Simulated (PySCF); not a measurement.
System: C$_{4}$H$_{8}$N$_{2}$ (SMILES C/C=N\N=C\C).

```xyz
14

C    -2.2849   -0.0660   -0.0259
C    -1.7017    0.7975    1.0488
N    -0.4769    1.0257    1.2538
N     0.5447    0.7055    0.5299
C     1.3198   -0.2851    0.6371
C     2.5596   -0.3612   -0.1832
H    -1.4964   -0.5728   -0.5790
H    -2.8658    0.5434   -0.7185
H    -2.9539   -0.8066    0.4109
H    -2.3891    1.2949    1.7201
H     1.1253   -1.1131    1.3248
H     2.5316   -1.2418   -0.8250
H     2.6545    0.5287   -0.7989
H     3.4324   -0.4497    0.4631
```

Geometry: GFN2-xTB.

Theory: PBE0/pcSseg-1, SCF density, gas phase, non-relativistic in PySCF.

Question: What can the converged electron density and electron localisation function tell about the bonding?

Answer: C–N (1.26 Å): ρ at the midpoint is about 2.8 e/Å³; the ELF peaks at about 0.90 between the atoms: a multiple bond.
N–N (1.29 Å): ρ at the midpoint is about 2.8 e/Å³; the ELF peaks at about 0.90 between the atoms: a covalent bond.
C–C (1.49 Å): ρ at the midpoint is about 1.8 e/Å³; the ELF peaks at about 0.95 between the atoms: localised, covalent bonding.
C–H (1.09 Å): ρ is about 2 e/Å³ halfway; the ELF climbs to about 1 towards the hydrogen, as it does in any bond to H; an ordinary covalent bond to hydrogen.

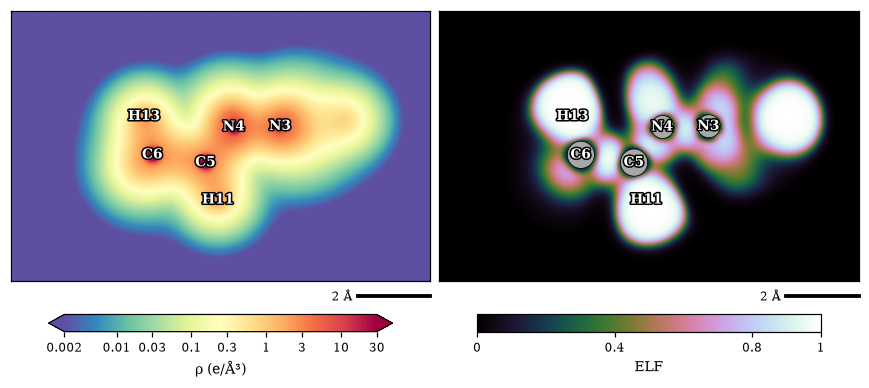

Computed electron density and electron localisation function on the plane of atoms C6, C5 and H11, in this order. Grey discs cover the atomic cores in the ELF map. 
